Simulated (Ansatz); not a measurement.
**Phonon calculation of BSiH₄OF**

The run: phonon calculation of BSiH₄OF. Method and program: RKS PBE0-D4/def2-SVPD (Ansatz 0.2.0).

It belongs to a series of runs on one base structure; here: vibrations at the highest image of the band. Figures and captions count atoms from 1; the log counts them from 0 in places.

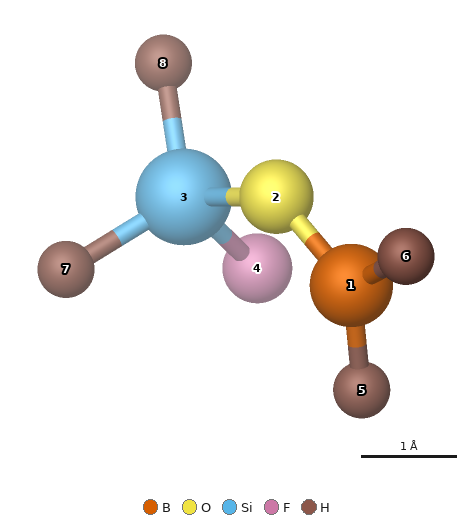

Fig. 1: The structure as given in the input (ball-and-stick view, seen at a tilt; atoms are numbered from 1 in the order of the input). Bond lengths as drawn: B–H 1.21 Å, B–O 1.35 Å, F–Si 1.63 Å, H–Si 1.48 Å and O–Si 1.67 Å.

**The input**
```yaml
crystal:
  periodic: [false, false, false]
  atoms:
    - { symbol: B, position_ang: [-0.821587, 1.330432, -0.08021] }
    - { symbol: O, position_ang: [-0.252048, 0.318652, 0.617688] }
    - { symbol: Si, position_ang: [0.664157, -1.00475, 0.180052] }
    - { symbol: F, position_ang: [0.019962, -1.692664, -1.150128] }
    - { symbol: H, position_ang: [-0.724226, 1.369519, -1.285777] }
    - { symbol: H, position_ang: [-1.41591, 2.177007, 0.542295] }
    - { symbol: H, position_ang: [2.038779, -0.570607, -0.164696] }
    - { symbol: H, position_ang: [0.582973, -1.984689, 1.284878] }
basis:
  gaussian: { orbitals: def2-SVPD }
hamiltonian:
  xc: pbe0
  dispersion: d4
phonons: {}
```

Hardware: 2 threads of Arm Neoverse V1, 24 GiB of memory available, shared host.

Launched with:
```bash
ansatz run input.yaml --threads 2 --pin off --max-ram 3072MiB --backend cpu --events-out ev --progress --plain --runs-dir out
```

**What the program printed**
```
Engine: ansatz 0.2.0, aarch64-unknown-linux-gnu
Functional definition: PBE0
  parameter a = 0.25
  parameter kappa = 0.804
  parameter beta = 0.06672455060314922
  exchange = (1 - a)*pbe_x(kappa = kappa, mu = beta*pi^2/3) + a*exact_x
  correlation = pbe_c(beta = beta)
1030 factors; their error is unknown
mean field evaluation 1: about -13365.9984 eV, gradient 5.2e1 eV
mean field evaluation 2: about -13357.6583 eV, gradient 8.6e1 eV
mean field evaluation 4: about -13370.5736 eV, gradient 4.2e0 eV
mean field evaluation 8: about -13370.6041 eV, gradient 8.5e-3 eV
mean field -13370.69360334 eV, -491.3639269412 hartree, gradient 6.3e-5 eV, S^2 0.000000; 0 other end points of the search recorded, 0 dependent functions left out
the calculation of the forces begins
reference -13370.69363861 eV, -491.3639282371 hartree; 20, 20 occupied and 102, 102 virtual orbitals, 1030 factors
these checks for a lower state are left out or cut short: stability, starts, cluster_reference, orbital_swaps, neighbouring_geometries, increment
1030 factors; their error is unknown
mean field evaluation 16: about -13370.6023 eV, gradient 2.0e-1 eV
mean field -13370.69352835 eV, -491.3639241854 hartree, gradient 2.5e-6 eV, S^2 0.000000; 0 other end points of the search recorded, 0 dependent functions left out
[... from here on the field's lines of each further geometry are left out, up to the last ...]
the calculation of the forces begins
reference -13370.69359279 eV, -491.3639265535 hartree; 20, 20 occupied and 102, 102 virtual orbitals, 1030 factors
these checks for a lower state are left out or cut short: stability, starts, cluster_reference, orbital_swaps, neighbouring_geometries, increment
1030 factors; their error is unknown
mean field -13370.69357580 eV, -491.3639259289 hartree, gradient 2.5e-6 eV, S^2 0.000000; 0 other end points of the search recorded, 0 dependent functions left out
the calculation of the forces begins
reference -13370.69361106 eV, -491.3639272247 hartree; 20, 20 occupied and 102, 102 virtual orbitals, 1030 factors
WARN: phonons: modes at or below zero, which the zero-point energy, F, S and C_V leave out: 1, the lowest at -72.29 cm⁻¹. A minimum has none, and a first-order saddle one
Total energy: -13370.79972594 eV, -491.3678268749 hartree
Atom 0 at    -0.821587     1.330432    -0.080210 Å, force    -0.001619    -0.001038     0.004662 eV/Å
Atom 1 at    -0.252048     0.318652     0.617688 Å, force     0.003560    -0.001827    -0.008848 eV/Å
Atom 2 at     0.664157    -1.004750     0.180052 Å, force    -0.004020     0.002189     0.004469 eV/Å
Atom 3 at     0.019962    -1.692664    -1.150128 Å, force     0.000897     0.000558    -0.000803 eV/Å
Atom 4 at    -0.724226     1.369519    -1.285777 Å, force    -0.001711    -0.000695    -0.000006 eV/Å
Atom 5 at    -1.415910     2.177007     0.542295 Å, force     0.002185     0.000553    -0.000317 eV/Å
Atom 6 at     2.038779    -0.570607    -0.164696 Å, force     0.000665     0.000547     0.001102 eV/Å
Atom 7 at     0.582973    -1.984689     1.284878 Å, force     0.000043    -0.000287    -0.000260 eV/Å
Dipole moment:     0.239075    -0.021021     0.170909 e Å
Vibrations: -72.29 126.65 241.67 335.58 686.02 726.44 745.08 857.70 919.48 959.10 1015.98 1054.33 1218.27 1373.23 2292.12 2315.67 2550.28 2650.28 cm⁻¹, zero-point energy 1.244049 eV
```

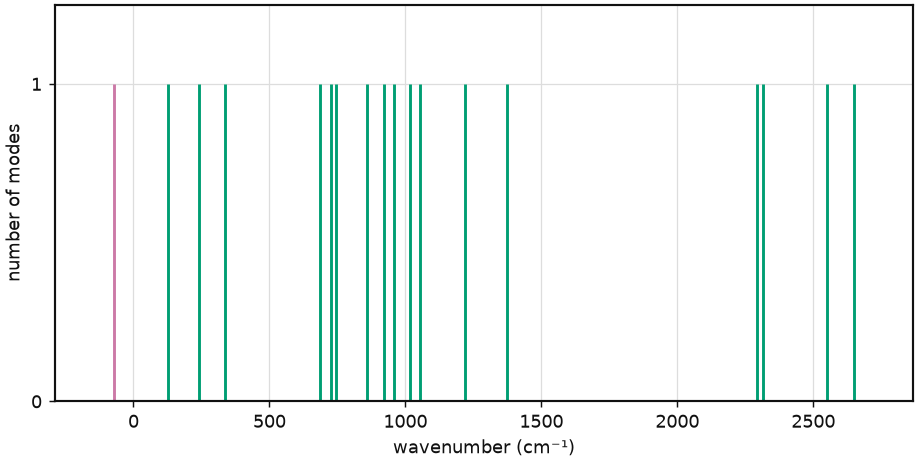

Fig. 2: Harmonic vibrational wavenumbers from the force constants; neighbouring modes closer than 12 cm⁻¹ are counted in one stick, and imaginary ones are drawn at negative wavenumbers. 18 modes from 72i to 2650 cm⁻¹, 1 imaginary beyond 8i (72i cm⁻¹): not a clean minimum; so soft a mode can be a shallow saddle, an incomplete relaxation or noise of the force constants.

**Results in brief**

```csv
quantity,value
outcome,converged
total energy,−13370.7997 eV
mean-field energy,−13370.6936 eV
largest force (length of the vector),0.010 eV/Å
wall time,69 s (CPU time 2.2 min)
peak memory,0.22 GiB
```
